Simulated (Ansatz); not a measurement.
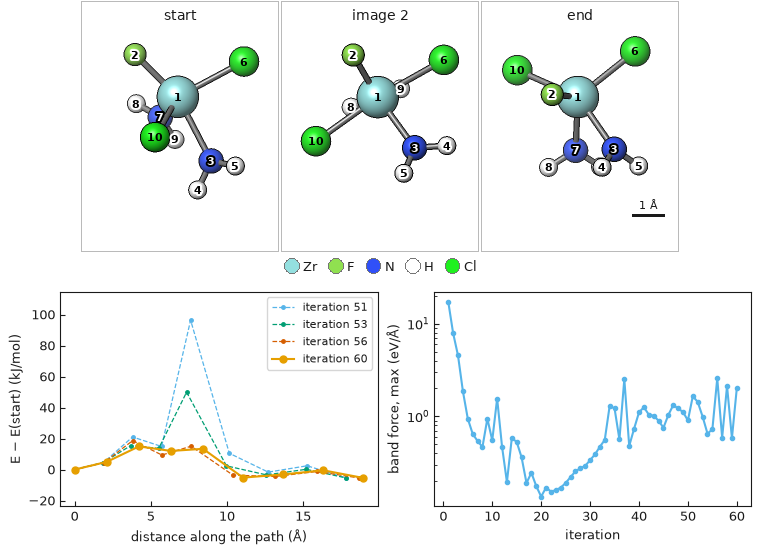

A search for the minimum-energy path of ZrN₂H₄Cl₂F (multiplicity 2) by the nudged elastic band. Images are numbered from 0 (start) to 8 (end). The plot follows the band through its iterations. Style: ball-and-stick. Shown from a free direction.

Method: UKS PBE/def2-SVP (Ansatz 0.2.0). Run with 7 movable images; climbing image; force threshold 0.05 eV/Å; iteration limit 60; starting path through a guess of the saddle point.

Question: Did the band converge, and can the barrier be trusted?

Answer: The result isn't final. The band hadn't converged when the run stopped after 60 iterations. The largest component of the band force went from 17 to 2 eV/Å. The barrier read from it is provisional, though the highest image hardly moved in the last two iterations. The first iteration put the highest image at 697.6 kJ/mol. Forward barrier 14.9 kJ/mol, backward barrier 20.3 kJ/mol, with image 2 at the top; the reaction energy is −5.4 kJ/mol. The profile has 3 maxima (images 2, 4, 7) with a dip at image 3, 5 (+12.0 kJ/mol, −5.2 kJ/mol), which on an unconverged band is provisional.
